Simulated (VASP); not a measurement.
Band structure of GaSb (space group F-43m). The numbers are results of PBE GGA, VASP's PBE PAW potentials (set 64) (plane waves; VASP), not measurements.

Unless said otherwise, spin-orbit coupling is left out, though it shifts the bands of the heavy elements here.

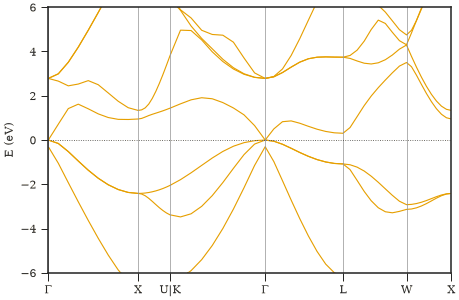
Fig. 1. Bands along high-symmetry lines, zero at the valence-band maximum or, without a gap, the Fermi level

Task: Read the plot: is there a gap, and where are the band edges?

Result: It has no gap at this level: it comes out as a metal or semimetal.

The structure comes from a computed database's GaSb entry; how it stands against other phases isn't given here. The cell was not relaxed at this level.
